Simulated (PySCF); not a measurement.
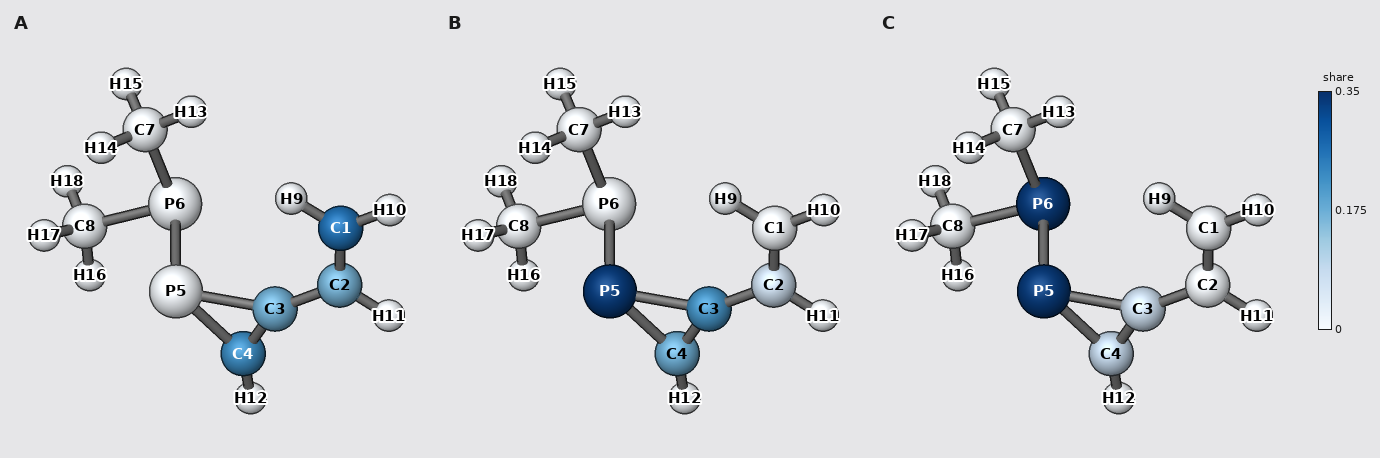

Each panel colours the atoms by their Löwdin share in one orbital (up to four of the largest shares; other atoms are shown as zero). The computed structure is the end point of a GFN2-xTB optimisation. No frequency run is at hand to confirm it as a minimum. Level of theory: ωB97X-D/def2-SVPD (PySCF 2.14.0).

### The panels show the HOMO−2, HOMO, LUMO, in some order. Which is which?

A: LUMO, 0.29 eV; C1 0.26, C4 0.23, C3 0.17, C2 0.16
B: HOMO−2, −9.66 eV; P5 0.33, C3 0.21, C4 0.17, C2 0.07
C: HOMO, −7.58 eV; P6 0.34, P5 0.34, C4 0.09, C3 0.07

The geometry is semi-empirical. Around P such bond lengths and angles can be off by a tenth of an ångström or more and by several degrees, and values that hang on the shape move with them.
